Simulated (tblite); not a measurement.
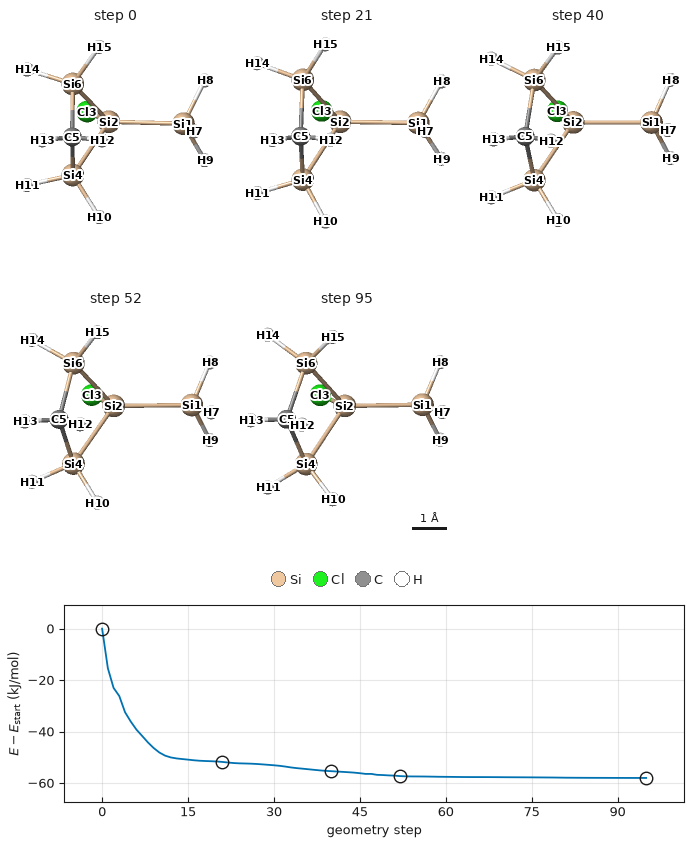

Frames of a relaxation of CH9ClSi4, marked on the history of the run. The picture is a ball-and-stick view, seen at a tilt.

Computed with GFN2-xTB geometry optimisation, gas phase in tblite. 

Q: What happens along the run?

A: Over 95 geometry steps the energy falls by 58.0 kJ/mol. H12 moves most after the best rigid fit: 0.96 Å. Largest moves by element: H 0.96 Å, C 0.51 Å, Si 0.42 Å, Cl 0.16 Å. Near-neighbour distances that change, for instance: Si2–Si4 2.248 → 2.375 Å, Si1–Si2 2.250 → 2.331 Å, Si2–Cl3 2.021 → 2.093 Å, Si4–H10 1.499 → 1.470 Å. Bond angles that change, for instance: Si4–C5–Si6 92.4° → 104.7°, Si1–Si2–Cl3 116.9° → 104.9°, Si1–Si2–Si4 112.5° → 122.7°. Groups turn about Si2–Si4 by about 25°, Si2–Si6 by about 25°, C5–Si6 by about 20°. The run took 0.97 s on 1 thread of Arm Neoverse V1 (shared host). From step 0 to 21: H atoms move most (0.28 Å), energy −51.8 kJ/mol. From step 21 to 40: H7 moves most (0.38 Å), energy −3.60 kJ/mol. From step 40 to 52: H12 moves most (0.30 Å), energy −1.90 kJ/mol. From step 52 to 95: H12 moves most (0.28 Å), energy −0.72 kJ/mol.
